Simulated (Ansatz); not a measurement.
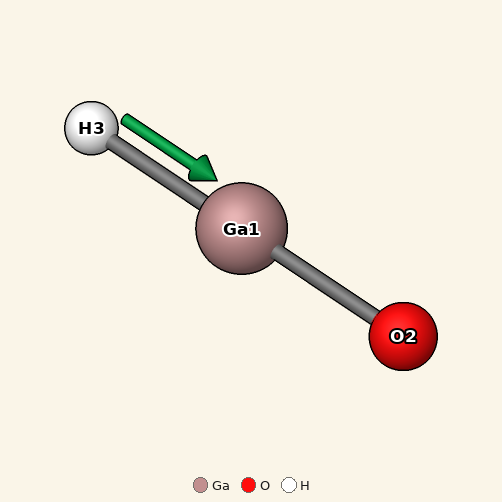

The arrows show one normal mode. Harmonic vibrations computed with RKS PBE0-D4/def2-TZVP (Ansatz 0.2.0) at a stationary point of the same level.

> Describe the motion.

Mostly Ga–H stretching.

> Estimate its harmonic wavenumber.

2111 cm⁻¹; it is mode 4 of 4 counted from the lowest.
